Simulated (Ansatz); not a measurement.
**CH4AlFSSi: rigid torsion scan from a Python script**

A script is to give a rigid torsion scan; the system is CH4AlFSSi. SMILES: F[CH]1[SiH2][Al]1[SH].

Program: Ansatz 0.2.0, driven from Python. Level of theory: PBE/def2-SVP. These are calculated values, not measurements.

### Step 1. The structure

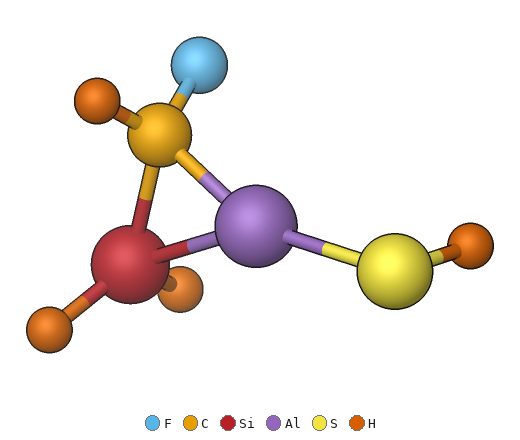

The structure that the script starts from, seen from a chosen angle (fluorine blue, carbon amber, silicon red, aluminium purple, sulfur yellow, hydrogen orange).

No structure file is read: the coordinates are typed or built in the script.

### Step 2. The script

Input file torsion_ch4alfssi.py:

```python
"""Energy of CH4AlFSSi as one group turns about a bond."""

import ansatz as az
from ase import Atoms

atoms = Atoms(["F", "C", "Si", "Al", "S", "H", "H", "H", "H"], positions=[
    (0.7942, 0.271, 2.0163),
    (1.035, 0.2593, 0.6547),
    (0.653, -1.4174, -0.0913),
    (-0.4372, 0.6268, -0.4911),
    (-2.1212, 1.9002, -1.439),
    (2.0133, 0.7241, 0.3689),
    (1.3652, -1.7778, -1.3406),
    (-0.2032, -2.294, 0.6273),
    (-3.0105, 1.6615, -0.3224),
])

# start the scan from a relaxed geometry
first = (
    az.Crystal.molecule_from_ase(atoms).calculation()
    .basis(gaussian="def2-SVP")
    .functional("pbe")
    .relax(force_tolerance=0.02, max_steps=80)
)
atoms.positions = first.run().report["positions_ang"]

start = atoms.get_dihedral(1, 3, 4, 8)
energies = {}
for turn in range(0, 360, 30):
    turned = atoms.copy()
    turned.set_dihedral(1, 3, 4, 8, start + turn, indices=[4, 8])
    job = az.Crystal.molecule_from_ase(turned).calculation().basis(gaussian="def2-SVP").functional("pbe")
    energies[round((start + turn) % 360)] = job.run().report["free_energy_ev"]
floor = min(energies.values())
print("dihedral C1-Al3-S4-H8 (deg)   E - E(min) (kJ/mol)")
for angle, e in sorted(energies.items()):
    print(f"{angle:8d} {96.485332 * (e - floor):14.3f}  " + "#" * int(30 * (e - floor) / max(max(energies.values()) - floor, 1e-9)))
```

### Step 3. What the engine is handed

The engine receives this input (first run):

```yaml
crystal:
  periodic: [false, false, false]
  atoms:
    - { symbol: F, position_ang: [0.7942, 0.271, 2.0163] }
    - { symbol: C, position_ang: [1.035, 0.2593, 0.6547] }
    - { symbol: Si, position_ang: [0.653, -1.4174, -0.0913] }
    - { symbol: Al, position_ang: [-0.4372, 0.6268, -0.4911] }
    - { symbol: S, position_ang: [-2.1212, 1.9002, -1.439] }
    - { symbol: H, position_ang: [2.0133, 0.7241, 0.3689] }
    - { symbol: H, position_ang: [1.3652, -1.7778, -1.3406] }
    - { symbol: H, position_ang: [-0.2032, -2.294, 0.6273] }
    - { symbol: H, position_ang: [-3.0105, 1.6615, -0.3224] }
basis:
  gaussian:
    orbitals: def2-SVP
hamiltonian:
  xc: pbe
relax:
  f_tol: 0.02
  max_steps: 80
```

### Step 4. The run

Launch:

```console
python torsion_ch4alfssi.py
```

Standard output:

```text
dihedral C1-Al3-S4-H8 (deg)   E - E(min) (kJ/mol)
      24          5.197  #######
      54         15.649  #####################
      84         21.391  ##############################
     114         15.618  #####################
     144          4.983  ######
     174          0.000
     204          4.794  ######
     234         15.253  #####################
     264         21.030  #############################
     294         15.491  #####################
     324          5.194  #######
     354          0.387
```

It took 1.7 min on 1 thread of Arm Neoverse V1, shared host; peak memory 0.25 GiB.

### Step 5. Path of the relaxation of run 0

Step by step:

```csv
step,energy from step 1 (eV),largest force component (eV/Å)
1,0.0000,2.0711
2,-0.6564,1.4627
3,-0.8418,0.9690
4,-0.9258,0.6277
5,-1.0370,0.7988
6,-1.1174,1.4100
7,-1.1712,0.5472
8,-1.2456,0.2359
9,-1.2579,0.1540
10,-1.2571,0.1289
11,-1.2608,0.0312
12,-1.2611,0.0172
```

Step 1 is the start. Step 10 was tried and not accepted.

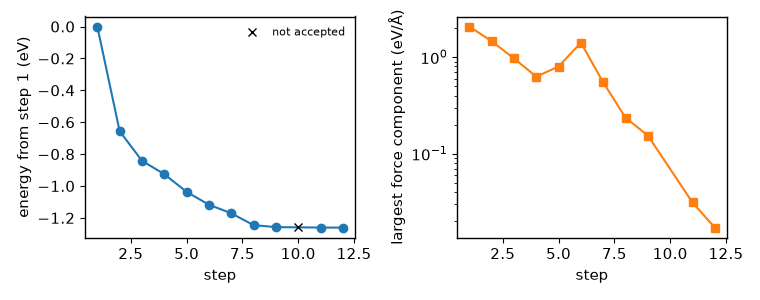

Energy and largest force along the relaxation.

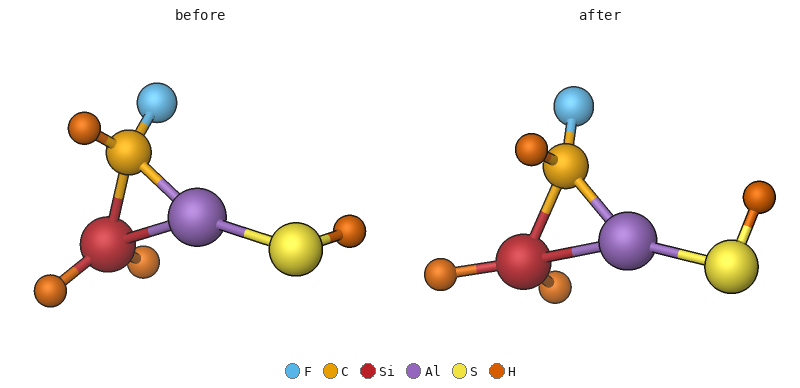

The structure before (left) and after (right) the relaxation, drawn at the same scale.

Before: Bond lengths: F1–C2 1.383 Å, C2–Si3 1.875 Å, C2–Al4 1.901 Å, Si3–Al4 2.351 Å, Al4–S5 2.314 Å, C2–H6 1.120 Å, Si3–H7 1.483 Å, Si3–H8 1.421 Å, S5–H9 1.447 Å. Angles (14 of 16 angles, heavy atoms first): F1–C2–Si3 111.3°, F1–C2–Al4 117.2°, Si3–C2–Al4 77.0°, C2–Si3–Al4 52.0°, C2–Al4–Si3 51.0°, C2–Al4–S5 156.4°, Si3–Al4–S5 152.3°, F1–C2–H6 113.6°, Si3–C2–H6 116.6°, Al4–C2–H6 116.2°, C2–Si3–H7 117.1°, C2–Si3–H8 118.3°, Al4–Si3–H7 106.9°, Al4–Si3–H8 110.1°.

After: Bond lengths: F1–C2 1.376 Å, C2–Si3 1.947 Å, C2–Al4 1.979 Å, Si3–Al4 2.378 Å, Al4–S5 2.203 Å, C2–H6 1.131 Å, Si3–H7 1.511 Å, Si3–H8 1.511 Å, S5–H9 1.366 Å. Angles (14 of 16 angles, heavy atoms first): F1–C2–Si3 125.3°, F1–C2–Al4 139.2°, Si3–C2–Al4 74.5°, C2–Si3–Al4 53.4°, C2–Al4–Si3 52.1°, C2–Al4–S5 148.0°, Si3–Al4–S5 157.7°, F1–C2–H6 110.0°, Si3–C2–H6 102.8°, Al4–C2–H6 96.9°, C2–Si3–H7 121.5°, C2–Si3–H8 110.1°, Al4–Si3–H7 144.2°, Al4–Si3–H8 105.5°.

Run 0 is this relaxation; the runs after it count from 1.

### Step 6. The runs side by side

From the records of these 12 runs:

| run | turn (°) | energy from run 7 (eV) | SCF cycles | CPU time (s) |
| --- | --- | --- | --- | --- |
| 1 | 0 | 0.0040 | 18 | 3.2 |
| 2 | 30 | 0.0539 | 17 | 3 |
| 3 | 60 | 0.1622 | 17 | 3.3 |
| 4 | 90 | 0.2217 | 17 | 3 |
| 5 | 120 | 0.1619 | 17 | 3 |
| 6 | 150 | 0.0516 | 17 | 3 |
| 7 | 180 | 0.0000 | 18 | 3.2 |
| 8 | 210 | 0.0497 | 17 | 2.9 |
| 9 | 240 | 0.1581 | 17 | 2.9 |
| 10 | 270 | 0.2180 | 19 | 3.2 |
| 11 | 300 | 0.1606 | 19 | 3.5 |
| 12 | 330 | 0.0538 | 17 | 3 |

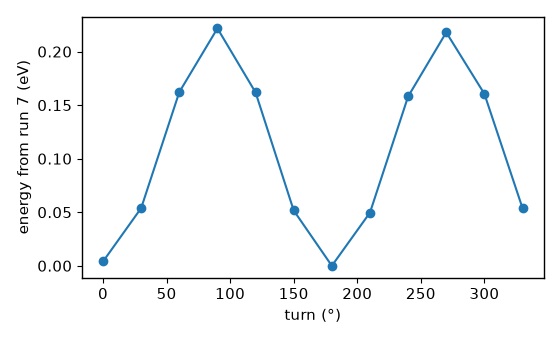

Energy against turn; lines join the points.

### Step 7. Outcome

| quantity | value |
| --- | --- |
| runs compared | 12 |
| range of energy | 0.222 eV |
| lowest point, turn (°) | 180 |

What this shows: The lowest point lies at a turn of 180°, the highest 0.222 eV (21.4 kJ/mol) above it at 90°. The grid can miss the true lowest and highest points, and the rest of the molecule is held rigid. Run 0: The relaxation took 10 moves; the largest shift is 0.924 Å, of atom 9 (H). So large a move can change the bonding: the results belong to the relaxed structure. The scan is rigid and the energies are electronic, in a modest basis. With rigid groups the curve can differ much from the relaxed path, the start wasn't checked as a minimum of this torsion, and equivalent turns needn't return to the same energy.
